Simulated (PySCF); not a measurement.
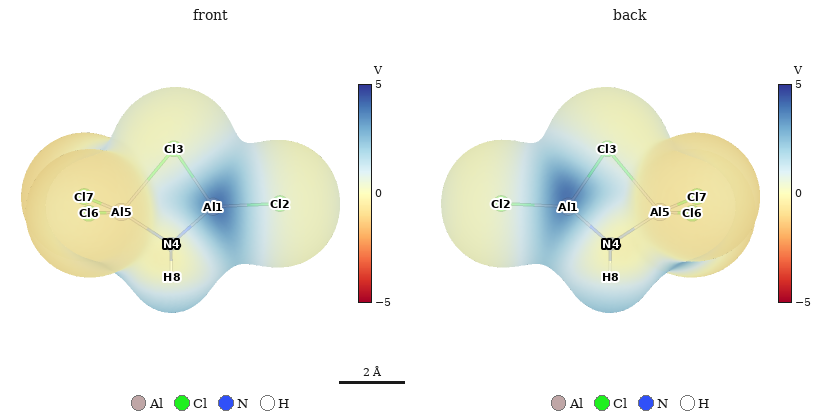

Figure 1: Al2Cl4HN. The electrostatic potential painted on the density surface at 0.002 e/bohr³, seen from the front and from behind; red is negative and blue positive.

Geometry: PBE0-D3(BJ)/def2-SVP.

The calculation used PBE0/pcSseg-1 Al:pcSseg-2, SCF density, gas phase, non-relativistic (PySCF 2.14.0).

Input file:

```
{"job": {"kind": "nmr", "xc": "PBE0", "basis": {"default": "pcSseg-1", "Al": "pcSseg-2"}}, "charge": 0, "multiplicity": 1}
Al    -0.844601    -0.744701     1.057861
Cl    -1.977424    -1.844746     2.393945
Cl    -0.645487     1.409420     1.248041
N      0.131038    -0.939590    -0.366631
Al     0.697077     0.739015    -0.800627
Cl    -0.221067     1.719112    -2.417099
Cl     2.645233     1.347147    -0.297465
H      0.353451    -1.771317    -0.901733
```

Run with:

```sh
OMP_NUM_THREADS=1 python probes_run.py task.json out
```

Which sites attract a positive test charge, and which a negative one?

A positive charge is drawn to the negative regions and a negative charge to the positive ones. The most negative region (about −0.8 V) lies over Cl6 and Cl7, the most positive (about +3.9 V) over Al1.
